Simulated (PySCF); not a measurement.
```xyz
18

C     3.0361   -0.0630   -0.6759
B     1.5182    0.3210   -0.8707
C     0.4522   -0.3170   -0.0378
C     0.3009   -1.2337    0.9520
O    -1.0291   -1.2307    1.1566
C    -1.0903   -0.2251    0.1038
C    -1.5853    1.1016    0.6393
C    -1.8576   -0.7366   -1.0968
H     3.1889   -0.8503    0.0565
H     3.4836   -0.3822   -1.6158
H     3.6071    0.8072   -0.3543
H     1.2112    1.1240   -1.6727
H    -2.6404    1.0262    0.8964
H    -1.4479    1.8684   -0.1187
H    -1.0254    1.3794    1.5295
H    -1.4757   -1.7084   -1.4010
H    -1.7434   -0.0381   -1.9214
H    -2.9119   -0.8362   -0.8455
```

Geometry: GFN2-xTB.

Theory: UKS B3LYP, pcH-1 on B C H O, non-relativistic, mean-field spin-orbit, GIAO in PySCF.

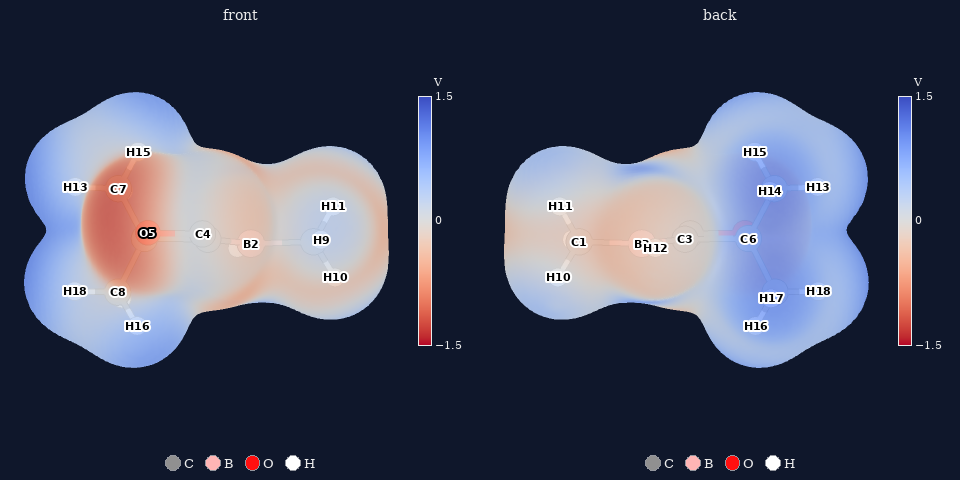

C₆H₁₀BO (doublet). The electrostatic potential painted on the density surface at 0.002 e/bohr³, seen from the front and from behind; the colour scale runs from red (negative) to blue (positive).

> Describe the electrostatic potential map.

The most negative region (about −1.1 V) lies over O5, the most positive (about +0.9 V) over H13, H14, H17 and H18. O5 is the likeliest acceptor of a hydrogen bond.
